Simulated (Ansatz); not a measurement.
The structure below was relaxed with PBEsol in Ansatz (plane waves to 420 eV, PAW, spin-orbit coupling left out), at pressure −2 GPa.

```yaml
crystal:
  lattice:
    - [8.08780, 0.00000, 0.00000]
    - [-4.04390, 7.00424, 0.00000]
    - [0.00000, 0.00000, 3.09463]
  atoms:
    - { symbol: Ge, position: [0.82960, 0.23615, 0.75000] }
    - { symbol: Ge, position: [0.17040, 0.76385, 0.25000] }
    - { symbol: Ge, position: [0.59346, 0.82960, 0.25000] }
    - { symbol: Ge, position: [0.40654, 0.17040, 0.75000] }
    - { symbol: Ge, position: [0.76385, 0.59346, 0.75000] }
    - { symbol: Ge, position: [0.23615, 0.40654, 0.25000] }
    - { symbol: N, position: [0.66667, 0.33333, 0.75000] }
    - { symbol: N, position: [0.33333, 0.66667, 0.25000] }
    - { symbol: N, position: [0.66938, 0.97326, 0.75000] }
    - { symbol: N, position: [0.33062, 0.02674, 0.25000] }
    - { symbol: N, position: [0.69612, 0.66938, 0.25000] }
    - { symbol: N, position: [0.30388, 0.33062, 0.75000] }
    - { symbol: N, position: [0.02674, 0.69612, 0.75000] }
    - { symbol: N, position: [0.97326, 0.30388, 0.25000] }
```

**Question.** Find the space group and the Wyckoff positions.

**Answer.** Space group P6₃/m (No. 176); a = 8.088 Å, b = 8.088 Å, c = 3.095 Å, α = 90.00°, β = 90.00°, γ = 120.00°

| atom | site | symmetry | x | y | z |
|---|---|---|---|---|---|
| Ge | 6h | m.. | 0.2361 | 0.4065 | 0.2500 |
| N | 2c | -6.. | 0.3333 | 0.6667 | 0.2500 |
| N | 6h | m.. | 0.3306 | 0.0267 | 0.2500 |

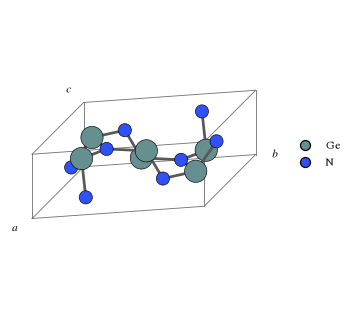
Figure. The conventional cell

Load acts through the strain it causes; cell and atoms are relaxed under it. Whether these cells are dynamically stable was not tested. The cell was made from Ge$_{3}$N$_{4}$ (space group P6_3/m, No. 176) by this change: pressure −2 GPa.

Ansatz is a quantum-chemistry and plane-wave program.
